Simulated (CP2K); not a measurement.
Consider vinylketene at its PBE geometry (Å).

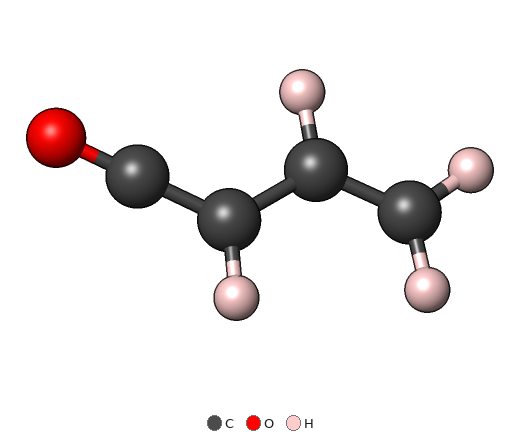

The molecule (carbon dark grey, oxygen red, hydrogen pink).

```xyz
9

C    -1.5284    0.4449   -0.4705
C    -0.4340    0.2412    0.2855
C     0.8074   -0.3499   -0.1937
C     1.8689   -0.5460    0.5780
O     2.8085   -0.7217    1.2630
H    -1.5597    0.1734   -1.5262
H    -2.4230    0.8904   -0.0402
H    -0.4542    0.5303    1.3383
H     0.9144   -0.6627   -1.2340
```

Method: CP2K XAS_TDP, all-electron GAPW, PBEh(45%), aug-cc-pVDZ, TDA, GW2X-corrected core level, no relativity.

Q: Predict the bright core excitations at the O K edge.

Leading lines: O5 532.91 eV. The leading line of an atom is its first one with 35 % of the strongest within 2.5 eV of its lowest line over the strength cut. Core ionisation energies at this level: O5 539.89 eV.

The first six lines of each atom with a strength over 0.0015:

| atom | energy (eV) | states | strength, one atom | above the computed threshold |
| --- | --- | --- | --- | --- |
| O5 (bonded to C) | 532.91 | 1 | 0.0421 |  |
|  | 536.21 | 1 | 0.0244 |  |
|  | 537.72 | 1 | 0.0021 |  |
|  | 539.59 | 1 | 0.0031 |  |
|  | 539.87 | 1 | 0.0050 |  |
|  | 540.22 | 1 | 0.0078 | yes |

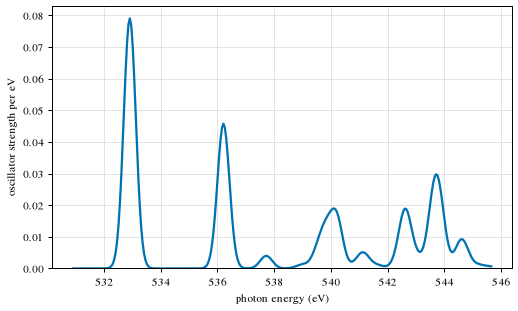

All atoms added, broadened by 0.5 eV.

Lines are vertical, at one geometry, with no vibrational structure. GW2X ionisation energies and lines can be off by 1 to 2 eV either way, and a good line position may hide errors that cancel. These values hold no scalar relativity, about 0.4 eV for O 1s. Rydberg lines, and the discretised continuum above threshold, depend on the basis and the box.

[Banner, clock and machine lines of the logs are left out without a mark of their own.]

[Logs are printed without paths, hosts, clocks, repeated set-up lines and the standing remarks that a program may print on its own settings, such as how far it seeks lower states.]

[Hosts, paths, dates, database ids (printed as entryN), source tags and the programs' standing remarks are cut or masked in the printed files.]
